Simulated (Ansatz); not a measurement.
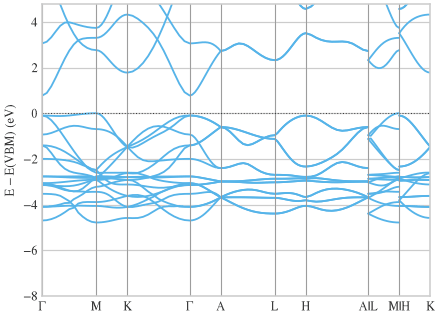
Band structure from DFT-PBE in the program Ansatz with PAW potentials

Question: Read off the gap and where the band edges lie.

Answer: About 0.8 eV (0.77 eV by a search for the band edges); maximum at M, minimum at Γ.

Question: Which of these materials gives this?
A. BeSe, P6_222 (Be on 3d, Se on 3c)
B. AgI, NiAs type
C. GaN, wurtzite
D. SiC, wurtzite

Answer: B, AgI, NiAs type

Space group P6_3/mmc (NiAs type). The start of the workflow was typed in or built on a structure type; neither database checked (COD, Materials Project) lists it. It is not the phase usual at ambient conditions (space group No. 186, 216). The cell was relaxed with PBE under the symmetry of its start; whether a distortion lowers the energy is not shown. No spin polarisation was allowed. Spin–orbit coupling is left out wherever it is not named.

Potentials: the later of the program's two PAW sets.
